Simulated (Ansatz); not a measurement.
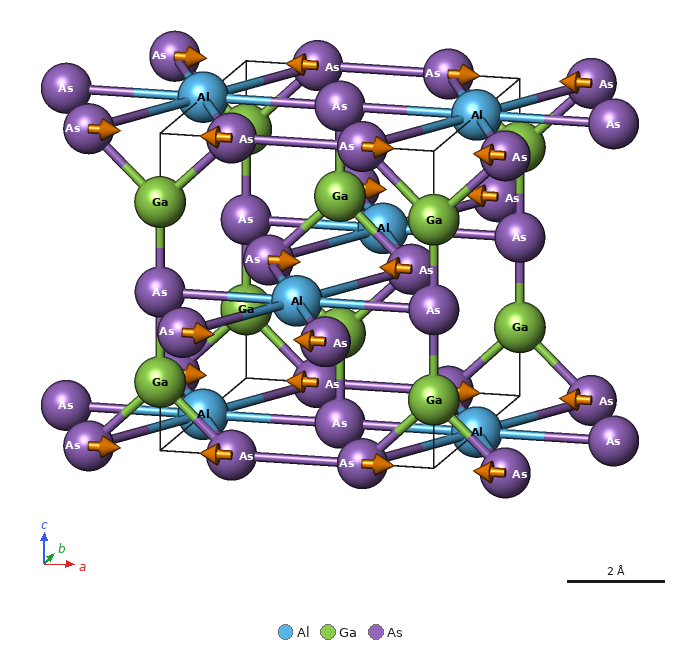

This is a relaxation of solid AlGa₂As₃ (a generated structure, set up in Immm) (coarse preliminary run). The starting structure is drawn; orange arrows show the displacements (the part carried along by the change of the cell is left out), magnified 5 times.

Style: ball-and-stick. Shown: the conventional cell (2 times the calculation's cell), slightly off an axis. Lengths and directions refer to the drawn axes.

All numbers below come from Ansatz, DFT PBE, scalar-relativistic, plane waves, PAW. Set-up: plane-wave cutoff 420 eV; k-point mesh 4 × 4 × 4; occupations gaussian; smearing width 0.1 eV; no spin polarisation; cell and atoms relaxed; force threshold 0.04 eV/Å; at most 70 steps.

> Atoms of which element are displaced furthest, and by how much?

Arsenic: up to 0.14 Å, against 0.01 Å for gallium.

> Describe the change and its energy.

The largest moves relative to the cell, 0.14 Å, are those of As atoms. By element the largest moves are As 0.14 Å, Ga 0.01 Å. Al stays in place. Cell: a 5.889 → 7.547 Å (+28.2 %), b 6.669 → 3.856 Å (−42.2 %), c 6.763 → 9.361 Å (+38.4 %). Volume +2.6 %. Near-neighbour distances that change, for instance: As–As 2.816 → 3.890 Å, Al–As 3.671 → 2.657 Å, As–As 3.619 → 2.739 Å, Al–Ga 3.641 → 2.791 Å. New bonds form: As–As (3.62 → 2.74 Å). Among the angles between lasting bonds that change: As–Ga–As 92.8° → 84.4°, Ga–As–Ga 87.2° → 95.6°, As–Ga–As 133.6° → 137.8°. The space group stays Immm (No. 71). Over 23 accepted moves (28 points after the start) the energy falls by 7.887 eV per cell of the calculation. Largest force component: 6.2 eV/Å at the start, 0.0048 eV/Å at the end. The pressure goes from 29.94 to −0.02 GPa. The line search rejected the trial steps at points 12, 14 of the run. At 3 points the geometry stayed and the basis and grid were re-selected for the new cell (energy shift of 0.247 eV per cell of the calculation at most each time). The run took 7 min on 1 thread of AMD EPYC (Zen 3), with other jobs on the host, peak memory 0.51 GiB.
